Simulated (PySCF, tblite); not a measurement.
# divinylethylene (C6H8): dynamics, then NMR shifts on frames, part 2 of 2

tblite 0.8.0 and PySCF 2.14.0. Atoms count from 0. Earlier steps stand in the parts before.

## (5) Nuclear shieldings: 625 fs, PBE0/pcSseg-1

What the job is given:

```
{"job": {"kind": "nmr", "xc": "PBE0", "basis": "pcSseg-1", "pop": false}, "charge": 0, "multiplicity": 1}
C     -1.946600     1.327300    -1.159700
C     -1.372600     0.696000    -0.122600
C     -0.033100     0.287100    -0.093600
C      0.414200    -0.609500     0.796300
C      1.716900    -1.225900     0.857500
C      1.773600    -2.499900     1.334600
H     -3.001800     1.571700    -1.179000
H     -1.365700     1.497700    -1.999200
H     -1.968000     0.454500     0.803900
H      0.638100     0.791700    -0.780800
H     -0.367800    -1.016100     1.533900
H      2.576400    -0.756800     0.504900
H      0.974700    -3.055900     1.690800
H      2.718200    -3.011200     1.252200
```

Method: GIAO PBE0/pcSseg-1 NMR shielding, non-relativistic, gas phase.

Log:

```text
coarse grid: 11480 points
cycle   1  E = -232.9795209810  dE =  7.233e-01  |g| = 3.607e-01  |ddm| = 3.364e+00
cycle   2  E = -232.9861525505  dE = -6.632e-03  |g| = 3.395e-01  |ddm| = 6.396e-01
cycle   3  E = -233.0169048875  dE = -3.075e-02  |g| = 5.017e-02  |ddm| = 3.126e-01
cycle   4  E = -233.0172967535  dE = -3.919e-04  |g| = 3.446e-02  |ddm| = 7.654e-02
cycle   5  E = -233.0176320053  dE = -3.353e-04  |g| = 3.277e-03  |ddm| = 3.241e-02
cycle   6  E = -233.0176340005  dE = -1.995e-06  |g| = 1.510e-03  |ddm| = 4.076e-03
final grid: 110224 points
cycle   7  E = -233.0538606587  dE = -2.774e-05  |g| = 7.460e-03  |ddm| = 3.382e-02
cycle   8  E = -233.0538563029  dE =  4.356e-06  |g| = 8.489e-03  |ddm| = 1.441e-02
cycle   9  E = -233.0538751131  dE = -1.881e-05  |g| = 2.011e-03  |ddm| = 8.478e-03
cycle  10  E = -233.0538761697  dE = -1.057e-06  |g| = 1.536e-04  |ddm| = 1.665e-03
cycle  11  E = -233.0538761728  dE = -3.124e-09  |g| = 1.147e-04  |ddm| = 2.524e-04
cycle  12  E = -233.0538761762  dE = -3.403e-09  |g| = 2.336e-05  |ddm| = 1.109e-04
cycle  13  E = -233.0538761763  dE = -1.312e-10  |g| = 5.027e-06  |ddm| = 2.264e-05
converged SCF energy = -233.0538761763

GIAO shielding tensors (ppm)
atom      isotropic    diamagn.    paramagn.     s11        s22        s33       span
  0 C       62.771     254.807    -192.035    -49.334     74.479    163.169    212.503
  1 C       35.159     255.969    -220.809    -79.507     43.383    141.602    221.109
  2 C       51.966     256.411    -204.445    -39.772     50.137    145.533    185.305
  3 C       38.121     256.706    -218.585    -56.649     49.570    121.441    178.090
  4 C       38.658     253.034    -214.376    -88.524     44.793    159.704    248.228
  5 C       53.565     251.921    -198.356    -64.726     61.509    163.913    228.639
  6 H       26.090      28.938      -2.848     23.303     25.587     29.380      6.077
  7 H       26.835      33.453      -6.617     22.794     26.646     31.066      8.272
  8 H       24.498      31.032      -6.534     22.385     23.395     27.713      5.328
  9 H       25.320      34.337      -9.017     22.703     24.424     28.832      6.130
 10 H       24.255      33.089      -8.834     21.528     22.927     28.310      6.782
 11 H       24.946      32.118      -7.173     21.105     25.192     28.540      7.435
 12 H       26.280      32.347      -6.066     21.844     26.816     30.181      8.337
 13 H       26.261      27.528      -1.266     22.912     25.692     30.180      7.268
```

It took 10 s on 1 thread of Arm Neoverse V2, shared host; peak memory 0.75 GiB.

This run: δ C1 151.8, C3 148.8, C4 148.3, C2 135.0, H10 7.46, H8 7.22 ppm.

## (6) NMR shieldings: 800 fs, PBE0/pcSseg-1

What the job is given:

```
{"job": {"kind": "nmr", "xc": "PBE0", "basis": "pcSseg-1", "pop": false}, "charge": 0, "multiplicity": 1}
C     -1.769600     1.555200    -0.942200
C     -1.339800     0.631400    -0.112400
C      0.014200     0.121000    -0.110700
C      0.449300    -0.690300     0.850900
C      1.680800    -1.404700     0.863800
C      1.951400    -2.217900     1.843100
H     -2.771200     1.900700    -0.956700
H     -1.113700     1.867300    -1.668600
H     -2.022500     0.122600     0.549700
H      0.787800     0.363500    -0.896800
H     -0.095500    -0.952800     1.703500
H      2.401900    -1.336500     0.095800
H      1.322700    -2.393900     2.646800
H      2.825800    -2.766200     2.050300
```

Level: GIAO PBE0/pcSseg-1 NMR shielding, non-relativistic, gas phase.

Log:

```text
coarse grid: 11480 points
cycle   1  E = -232.9681872615  dE =  9.070e-01  |g| = 3.960e-01  |ddm| = 3.433e+00
cycle   2  E = -232.9768671208  dE = -8.680e-03  |g| = 3.662e-01  |ddm| = 6.851e-01
cycle   3  E = -233.0120390371  dE = -3.517e-02  |g| = 4.289e-02  |ddm| = 3.172e-01
cycle   4  E = -233.0122353199  dE = -1.963e-04  |g| = 3.325e-02  |ddm| = 6.694e-02
cycle   5  E = -233.0125405409  dE = -3.052e-04  |g| = 3.711e-03  |ddm| = 3.195e-02
cycle   6  E = -233.0125435856  dE = -3.045e-06  |g| = 1.158e-03  |ddm| = 3.768e-03
final grid: 110224 points
cycle   7  E = -233.0494797762  dE = -3.295e-05  |g| = 7.107e-03  |ddm| = 3.439e-02
cycle   8  E = -233.0494810833  dE = -1.307e-06  |g| = 6.779e-03  |ddm| = 1.204e-02
cycle   9  E = -233.0494931944  dE = -1.211e-05  |g| = 8.890e-04  |ddm| = 5.992e-03
cycle  10  E = -233.0494933930  dE = -1.985e-07  |g| = 1.876e-04  |ddm| = 8.730e-04
cycle  11  E = -233.0494934012  dE = -8.277e-09  |g| = 7.703e-05  |ddm| = 2.172e-04
cycle  12  E = -233.0494934027  dE = -1.462e-09  |g| = 1.902e-05  |ddm| = 8.116e-05
cycle  13  E = -233.0494934028  dE = -7.606e-11  |g| = 7.624e-06  |ddm| = 2.010e-05
converged SCF energy = -233.0494934028

GIAO shielding tensors (ppm)
atom      isotropic    diamagn.    paramagn.     s11        s22        s33       span
  0 C       65.320     254.117    -188.797    -47.655     76.204    167.411    215.066
  1 C       42.355     254.303    -211.948    -74.679     51.560    150.185    224.864
  2 C       47.070     254.806    -207.736    -49.066     54.732    135.543    184.608
  3 C       43.129     253.921    -210.792    -52.186     46.491    135.082    187.268
  4 C       49.755     250.414    -200.660    -59.324     45.809    162.779    222.103
  5 C       64.205     250.513    -186.308    -34.653     58.885    168.383    203.035
  6 H       26.506      29.471      -2.965     23.659     26.142     29.715      6.056
  7 H       27.069      33.251      -6.182     23.174     26.549     31.484      8.310
  8 H       25.163      31.985      -6.822     22.749     23.981     28.760      6.011
  9 H       24.502      32.329      -7.826     22.320     23.132     28.055      5.734
 10 H       25.906      36.073     -10.167     22.271     24.773     30.675      8.404
 11 H       25.621      31.109      -5.488     23.407     24.715     28.740      5.333
 12 H       27.268      32.755      -5.487     24.865     26.644     30.295      5.430
 13 H       26.771      28.557      -1.786     25.276     26.226     28.811      3.535
```

Wall time 9.8 s (1 thread of Arm Neoverse V2, shared host); peak memory 0.75 GiB.

This run: δ C1 144.6, C3 143.8, C2 139.9, C4 137.2, H9 7.21, H8 6.55 ppm.

## (7) Nuclear shieldings: 1000 fs, PBE0/pcSseg-1

What the job is given:

```
{"job": {"kind": "nmr", "xc": "PBE0", "basis": "pcSseg-1", "pop": false}, "charge": 0, "multiplicity": 1}
C     -1.812800     1.787200    -0.405200
C     -1.438900     0.660600     0.198400
C     -0.168200     0.009300    -0.154200
C      0.467700    -0.817300     0.679800
C      1.815500    -1.395800     0.669300
C      2.183900    -2.204700     1.712900
H     -2.647300     2.357400    -0.105300
H     -1.438800     2.106800    -1.409000
H     -1.864200     0.389900     1.165400
H      0.167600     0.146100    -1.106300
H      0.011100    -1.124000     1.612400
H      2.486600    -1.146700    -0.093600
H      1.445500    -2.546900     2.466300
H      3.210500    -2.487200     1.697700
```

Method: GIAO PBE0/pcSseg-1 NMR shielding, non-relativistic, gas phase.

Log:

```text
coarse grid: 11480 points
cycle   1  E = -232.9783881432  dE =  6.491e-01  |g| = 3.400e-01  |ddm| = 3.350e+00
cycle   2  E = -232.9862762753  dE = -7.888e-03  |g| = 3.088e-01  |ddm| = 6.158e-01
cycle   3  E = -233.0121746885  dE = -2.590e-02  |g| = 3.952e-02  |ddm| = 2.998e-01
cycle   4  E = -233.0122651431  dE = -9.045e-05  |g| = 3.603e-02  |ddm| = 6.679e-02
cycle   5  E = -233.0126349762  dE = -3.698e-04  |g| = 2.840e-03  |ddm| = 3.216e-02
cycle   6  E = -233.0126366211  dE = -1.645e-06  |g| = 1.031e-03  |ddm| = 3.256e-03
final grid: 110224 points
cycle   7  E = -233.0494125665  dE = -3.051e-05  |g| = 6.845e-03  |ddm| = 3.119e-02
cycle   8  E = -233.0494141099  dE = -1.543e-06  |g| = 6.499e-03  |ddm| = 1.113e-02
cycle   9  E = -233.0494252130  dE = -1.110e-05  |g| = 7.399e-04  |ddm| = 5.389e-03
cycle  10  E = -233.0494253468  dE = -1.338e-07  |g| = 1.819e-04  |ddm| = 7.307e-04
cycle  11  E = -233.0494253550  dE = -8.185e-09  |g| = 5.714e-05  |ddm| = 2.053e-04
cycle  12  E = -233.0494253558  dE = -7.568e-10  |g| = 1.659e-05  |ddm| = 5.138e-05
converged SCF energy = -233.0494253558

GIAO shielding tensors (ppm)
atom      isotropic    diamagn.    paramagn.     s11        s22        s33       span
  0 C       59.876     252.602    -192.726    -45.657     63.099    162.186    207.843
  1 C       38.531     254.861    -216.330    -74.979     43.689    146.883    221.862
  2 C       53.032     254.514    -201.482    -37.518     46.875    149.739    187.257
  3 C       41.258     255.112    -213.854    -48.591     43.685    128.680    177.271
  4 C       32.887     254.678    -221.791    -92.087     31.729    159.018    251.105
  5 C       48.869     255.305    -206.436    -75.062     68.899    152.771    227.833
  6 H       26.591      29.330      -2.738     24.243     25.958     29.574      5.331
  7 H       25.557      30.312      -4.756     23.363     24.712     28.595      5.233
  8 H       24.890      31.572      -6.682     22.381     24.131     28.159      5.778
  9 H       26.316      36.286      -9.969     22.898     25.879     30.172      7.274
 10 H       25.357      35.771     -10.413     22.034     23.576     30.462      8.427
 11 H       24.978      33.046      -8.068     21.142     25.098     28.696      7.554
 12 H       24.814      30.157      -5.343     20.875     25.025     28.542      7.666
 13 H       25.773      27.880      -2.107     21.814     25.336     30.170      8.356
```

It took 8.8 s on 1 thread of Arm Neoverse V2, shared host; peak memory 0.75 GiB.

In short: δ C4 154.0, C1 148.4, C3 145.7, C5 138.1, H12 6.90, H8 6.83 ppm.

## (8) Comparing the runs: NMR shifts

Shifts (ppm) of some atoms, chosen among heavy atoms and hydrogens apart, with basis size and wall time:

| frame | C2 | C1 | C4 | C0 | C5 | H12 | H7 | functions | time |
| --- | --- | --- | --- | --- | --- | --- | --- | --- | --- |
| 250 fs | 144.3 | 143.7 | 141.5 | 133.3 | 122.8 | 5.66 | 5.21 | 142 | 10 s |
| 425 fs | 146.7 | 152.2 | 144.8 | 130.9 | 132.7 | 5.63 | 6.81 | 142 | 10 s |
| 625 fs | 135.0 | 151.8 | 148.3 | 124.2 | 133.4 | 5.44 | 4.88 | 142 | 10 s |
| 800 fs | 139.9 | 144.6 | 137.2 | 121.6 | 122.7 | 4.45 | 4.65 | 142 | 9.8 s |
| 1000 fs | 133.9 | 148.4 | 154.0 | 127.0 | 138.1 | 6.90 | 6.16 | 142 | 8.8 s |

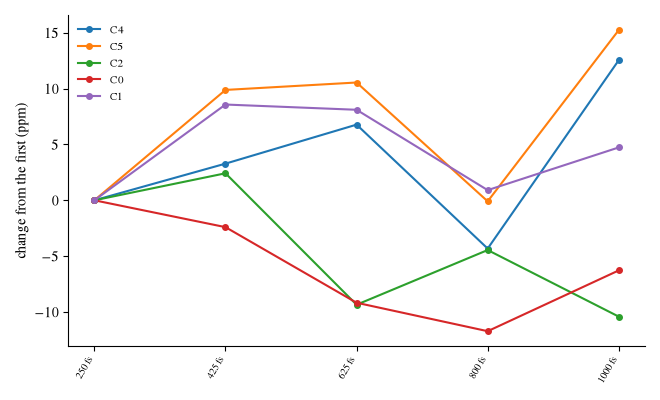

How five of the tabulated atoms move from run to run.

## (9) Outcome

This closing draws on all 2 parts.

```
                                      quantity                                               value
                                    thermostat                                               300 K
                 mean temperature, second half                                               319 K
       mean potential energy above the minimum                                             0.52 eV
13C shifts against TMS (PBE0/pcSseg-1, 250 fs)        144.3, 144.3, 143.7, 141.5, 133.3, 122.8 ppm
 1H shifts against TMS (PBE0/pcSseg-1, 250 fs)  6.69, 6.63, 6.58, 6.48, 6.24, 5.66, 5.21, 5.10 ppm
                      range of the shift of C4                                  137.2 to 154.0 ppm
```

In words: In the second half the potential energy averages 0.52 eV above the minimum; equipartition over 36 harmonic modes at 300 K would give 0.47 eV. With 14 atoms the temperature swings widely (99 to 415 K). Shifts at one fixed geometry are not the observed spectrum, which averages over the motion. In ppm, C4 moves most: its shift spreads over 16.9 ppm, from 137.2 (800 fs) to 154.0 (1000 fs).
